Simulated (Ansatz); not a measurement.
# Li2BrF (ordered alloy on rocksalt lattice): optics runs under varied settings

Aim: run 1 optics input for Li2BrF (ordered alloy on rocksalt lattice) as typed, and read from each log whether it ends well.

Program: Ansatz 0.2.0. Level of theory: plane waves, PAW; settings as the input shows. These are calculated values, not measurements.

### Step 1. The structure to begin with

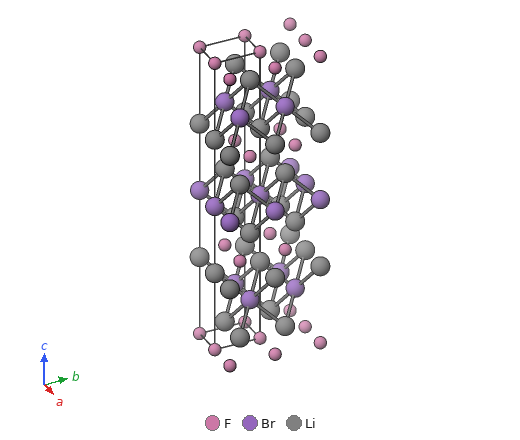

Start, viewed slightly off an axis; fluorine pink, bromine purple, lithium grey. 2×2×1 cells are drawn. Atoms on the faces are drawn again on the opposite ones. The cell drawn here is the conventional one.

Coordinates:

```
F Br Li
1.0
     1.73538    1.00192    5.46846
    -1.73538    1.00192    5.46846
     0.00000   -2.00384    5.46846
F Br Li
1 1 2
Direct
  0.00000 0.00000 0.00000
  0.50000 0.50000 0.50000
  0.26702 0.26702 0.26702
  0.73298 0.73298 0.73298
```

Cell and atoms come from an earlier r2SCAN relaxation.

For scale, an earlier run with the standard settings (PBE, 6×6×6, gaussian width 0.1 eV, scissors 0 eV) gave ε∞ 3.23 (xx, yy), 3.23 (zz); tallest peak of ε₂: 7.5 at 8.05 eV.

### Step 2. Run 1

Input file input.yaml:

```yaml
crystal:
  lattice:
    - [1.7353772108, 1.0019204998, 5.4684601349]
    - [-1.7353772108, 1.0019204998, 5.4684601349]
    - [0.0, -2.0038409996, 5.4684601349]
  atoms:
    - { symbol: F, position: [1.0, 0.0, 0.0] }
    - { symbol: Br, position: [0.5, 0.5, 0.5] }
    - { symbol: Li, position: [0.2670198432, 0.2670198432, 0.2670198432] }
    - { symbol: Li, position: [0.7329801568, 0.7329801568, 0.7329801568] }
kpoints:
  mp_grid: { grid: [6, 6, 6] }
hamiltonian:
  xc: lda
scf:
  occupations: { method: fixed }
output:
  optics:
    e_range: [0, 6]
    de: 0.1
    sigma: 0.4
    scissors: -6.4
    scheme: gaussian
    bands: scf
  write_density: true
  write_potential: true
  elf: true
  volumetric_format: npy
```

Command:

```sh
$ ansatz run input.yaml --threads 4 --pin off --max-ram 3686MiB --backend cpu --events-out ev --progress --plain --runs-dir out
```

Standard output:

```text
Warning: RAYON_NUM_THREADS=4 ignored (pool sized by the plan → 4); use --threads N
basis.fft_grid_basis auto: the FFT boxes are laid along the combinations [[1, -1, 0], [0, 1, 0], [0, -1, 1]] of the cell's own vectors, 3.471, 5.824 and 3.471 Å long. The dense box has 24×40×24 points. Along the cell's own vectors, as sized, it would have 40×40×40, 2.78 times as many. Of the 12 symmetry operations that the crystal satisfies within crystal.symmetry.tolerance (time reversal apart; of a slab, those that keep its plane) the dense box along the cell's own vectors carries 12, and the one as laid loses 8 of those. basis.fft_grid_basis: typed keeps the cell's own vectors: state it where this run's energies or levels are differenced outside the engine with another run's, or held beside a run that keeps those vectors. Those combinations have planes normal to reciprocal vector 3, as the cell's own vectors have. Each planar average written beside output.write_density, output.write_potential has a row for each plane of the box: 24. The volumetric files lie along those combinations, not along the cell's own vectors: a cube or XSF file states them, and fields.json those of NumPy files.
Engine: ansatz 0.2.0, aarch64-unknown-linux-gnu
Pseudopotentials: kind: paw
Pseudopotential: F, paw, valence charge 7, recommended cutoff 420 eV (normal), F.paw.azcp
Pseudopotential: Br, paw, valence charge 7, recommended cutoff 420 eV (normal), Br.paw.azcp
Pseudopotential: Li, paw, valence charge 3, recommended cutoff 420 eV (normal), Li.paw.azcp
Functional definition: SPW92
  exchange = slater_x
  correlation = pw_c
Crystal: 4 atoms, lattice volume = 57.048 Å³
Basis set: ecut = 420 eV, 1117 PW (Γ), FFT grids on a1−a2, a2, −a2+a3
Bands: 14, of which v1, the nominal top of the filled ones, is band 10 counted from 1 (9 counted from 0)
Symmetry: 12 space group operations
Space group: R-3m (ITA 166), of the structure as read, at distance tolerance 3.8e-5 Å
k-points: 32 of 216
Non-local potential: F, projectors of the file, l = 0: 2, l = 1: 2, l = 2: 1
Non-local potential: Br, projectors of the file, l = 0: 2, l = 1: 2, l = 2: 2
Non-local potential: Li, projectors of the file, l = 0: 3, l = 1: 2, l = 2: 1
PAW form: soft (Blöchl's): semilocal exchange-correlation on the pseudo side does not see the compensation charge
PAW frozen core: F, regenerated for the run's functional, and the local potential with it (the file was generated under x = pbe(κ = 0.804, μ = 0.2195149727645171), c = pbe(β = 0.06672455060314922))
PAW frozen core: Br, regenerated for the run's functional, and the local potential with it (the file was generated under x = pbe(κ = 0.804, μ = 0.2195149727645171), c = pbe(β = 0.06672455060314922))
PAW one-centre angular grid: F, 110 points (default); XC on 64 Gauss nodes
PAW one-centre angular grid: Br, 110 points (default); XC on 64 Gauss nodes
PAW one-centre angular grid: Li, 110 points (default); XC on 64 Gauss nodes
Initial density: superposition of atomic densities (neutral atoms: chi_scale 0, normalization atom), corrected by the library's trained network
Initial wavefunctions: pseudopotential atomic-orbital guess
Functional: x = slater, c = lda
SCF iter   1: F=—  HF=-3896.482791 eV  |F-HF|=—  |Δ(HF+E_count)|=         —  Δρ=1.17e-2  dr2=5.56e-2  ethr=1.77e-3  ⟨swp⟩=5.3  Hψ=1955  notcnv=0  defer=55
preconditioner: auto → none  [insulator: Δε(μ)=3.178 eV  Ē_g=11.876 eV  n_scr=14 (ndim 8)  ℏωp=18.4 eV  f_vac=0.000  ε∞_Penn≈3.4]
SCF iter   2: F=—  HF=-3896.467974 eV  |F-HF|=—  |Δ(HF+E_count)|=   1.48e-2  Δρ=8.30e-3  dr2=2.19e-2  ethr=2.78e-4  ⟨swp⟩=2.0  Hψ=1025  notcnv=0  defer=62
SCF iter   3: F=—  HF=-3896.461161 eV  |F-HF|=—  |Δ(HF+E_count)|=   6.81e-3  Δρ=1.90e-3  dr2=1.24e-3  ethr=1.10e-4  ⟨swp⟩=2.0  Hψ=761  notcnv=0  defer=60
SCF iter   4: F=—  HF=-3896.460287 eV  |F-HF|=—  |Δ(HF+E_count)|=   8.74e-4  Δρ=3.40e-4  dr2=3.76e-5  ethr=6.22e-6  ⟨swp⟩=2.0  Hψ=1040  notcnv=0  defer=63
SCF iter   5: F=—  HF=-3896.460269 eV  |F-HF|=—  |Δ(HF+E_count)|=   1.83e-5  Δρ=5.51e-5  dr2=1.26e-6  ethr=1.88e-7  ⟨swp⟩=2.1  Hψ=536  notcnv=0  defer=7
SCF iter   6: F=—  HF=-3896.460267 eV  |F-HF|=—  |Δ(HF+E_count)|=   2.26e-6  Δρ=1.07e-5  dr2=2.72e-8  ethr=6.30e-9  ⟨swp⟩=2.7  Hψ=815  notcnv=0  defer=1
SCF iter   7: F=—  HF=-3896.460267 eV  |F-HF|=—  |Δ(HF+E_count)|=   4.33e-9  Δρ=2.70e-6  dr2=1.76e-9  ethr=1.36e-10  ⟨swp⟩=2.5  Hψ=724  notcnv=0  defer=1
SCF iter   8: F=—  HF=-3896.460267 eV  |F-HF|=—  |Δ(HF+E_count)|=  4.36e-10  Δρ=3.63e-7  dr2=4.50e-11  ethr=8.82e-12  ⟨swp⟩=2.0  Hψ=668  notcnv=0  defer=1
SCF iter   9: F=-3896.460267 eV  HF=-3896.460267 eV  |F-HF|=1.82e-12  |Δ(HF+E_count)|=  1.18e-11  Δρ=3.28e-8  dr2=5.41e-13  ethr=1.00e-12  ⟨swp⟩=5.1  Hψ=1721  notcnv=0
SCF 1 converged in 9 iterations: F = -3896.460267 eV  dr2 = 5.41e-13
WARN: output.optics: not made: optics analysis refused: output.optics.scissors = -6.4 eV cannot be applied: the least direct gap is 3.128878 eV, at k = (0.000000, 0.000000, 0.000000) in fractional coordinates (k-point 0, solve channel 0, both counted from 0), and the shift would move that transition to zero photon energy or below. Give a shift above -3.128878 eV, or none. The run goes on to what it still can, and will not end as completed
SCF converged after 9 iterations
Free energy (F): -3896.460267 eV
Harris-Foulkes:  -3896.460267 eV  (|F-HF|=1.82e-12)
Internal energy: -3896.460267 eV  (E = F + TS)
E sigma→0 (E₀):  -3896.460267 eV
Fermi energy:    3.242371 eV
--- Per-component energies (eV) ---
  E_band       = -219.602524
  E_kinetic    = 383.863279
  E_local      = -1045.858653  (includes V_loc(G=0)·N_el)
  E_nonlocal   = 81.647417
  E_hartree    = 349.090132
  E_xc         = -362.285720
  E_vxc        = -235.789521  (∫ρ·V_xc dr)
  E_paw        = -2384.809936  (= ΣΔE_a)
  E_vpaw       = -101.647404  (= ΣTr[D̂ρ^β])
  E_aug_tail   = 0.002103  (compensation charges beyond the density's cutoff)
  E_ewald      = -918.428653
  E_core_change = 0.319763  (= ΣΔE_core)
  E_smearing   = -0.000000  (= −TS)
  E_closure    = 0.000000  (closes the sum)
  Σ components = -3896.460267   (vs F -3896.460267, Δ=0.00e0)
--- Band table (eV; the first three rows and the last of 32) ---
  k-point 0: bands = ["-40.7367", "-40.7200", "-18.6240", "-11.2421", "-1.4125", "-0.3937", "-0.3937", "1.2710", "3.2424", "3.2424", "6.3713", "9.5016", "12.3236", "12.3236"]
  k-point 1: bands = ["-40.7347", "-40.7201", "-18.6052", "-11.0675", "-1.2557", "-0.6834", "-0.4606", "1.2286", "1.9084", "2.9454", "6.9509", "10.6183", "12.0646", "12.7290"]
  k-point 2: bands = ["-40.7300", "-40.7208", "-18.5672", "-10.6787", "-1.1949", "-0.8461", "-0.5901", "0.0012", "1.0510", "2.4347", "8.3598", "10.1546", "11.0172", "12.2611"]
  k-point 31: bands = ["-40.7358", "-40.7209", "-18.6221", "-11.2663", "-0.5594", "-0.3926", "-0.3926", "0.0329", "3.2217", "3.2217", "7.7883", "9.6353", "11.8746", "13.1583"]
Error: optics analysis refused: output.optics.scissors = -6.4 eV cannot be applied: the least direct gap is 3.128878 eV, at k = (0.000000, 0.000000, 0.000000) in fractional coordinates (k-point 0, solve channel 0, both counted from 0), and the shift would move that transition to zero photon energy or below. Give a shift above -3.128878 eV, or none
```

Run time: 0.61 s. Hardware: 4 threads of Arm Neoverse V2, shared host; peak memory 0.3 GiB.

Diagnosis: It ended in an error. The scissors shift is negative and larger than the gap. Cure: use a shift that opens the gap, or none.

### Step 3. Summary

| run | settings | ended | fault | time |
| --- | --- | --- | --- | --- |
| 1 | LDA, 6×6×6, gaussian width 0.4 eV, scissors -6.4 eV | stopped by an error | the scissors shift is negative and larger than the gap | 0.61 s |

In words: 1 stopped by an error. No run passed without a fault or warning, so no result is quoted.

The gaps are Kohn-Sham values of a semilocal functional, not quasiparticle or optical gaps. Such gaps usually fall short of the measured ones.
